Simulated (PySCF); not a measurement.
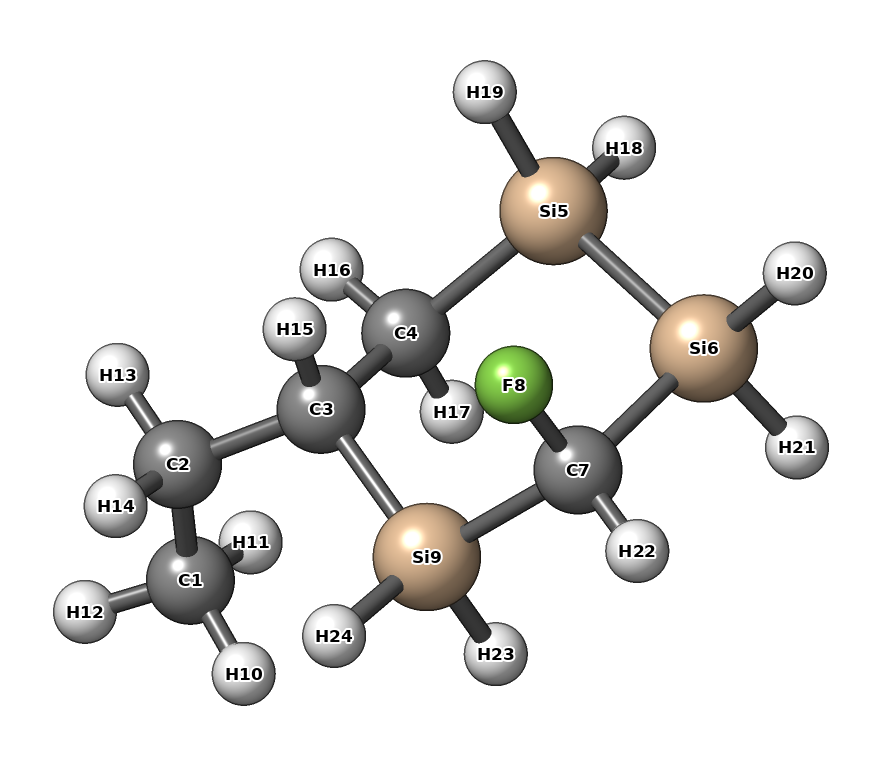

The thickness of each stick grows with its Mayer bond order. The geometry was computed by an optimisation with GFN2-xTB. No frequency run is at hand to confirm it as a minimum. Computed with PBE0/pcSseg-1 (PySCF 2.14.0).

Question. Which bond between heavy atoms has the lowest Mayer bond order?

Answer. C7–F8, 0.78, at 1.407 Å.

List the Mayer bond orders of C1–C2, C2–C3, C3–C4, C3–Si9, C4–Si5, Si5–Si6, Si6–C7, C7–F8, C7–Si9 (bonds between heavy atoms, one of each equivalent set).

| bond | Mayer order | length (Å) |
| --- | --- | --- |
| C1–C2 | 1.05 | 1.523 |
| C2–C3 | 1.05 | 1.535 |
| C3–C4 | 0.99 | 1.536 |
| C3–Si9 | 0.87 | 1.910 |
| C4–Si5 | 0.91 | 1.912 |
| Si5–Si6 | 0.91 | 2.313 |
| Si6–C7 | 0.86 | 1.926 |
| C7–F8 | 0.78 | 1.407 |
| C7–Si9 | 0.87 | 1.917 |

The geometry is semi-empirical. Around Si such bond lengths and angles can be off by a tenth of an ångström or more and by several degrees, and values that hang on the shape move with them.
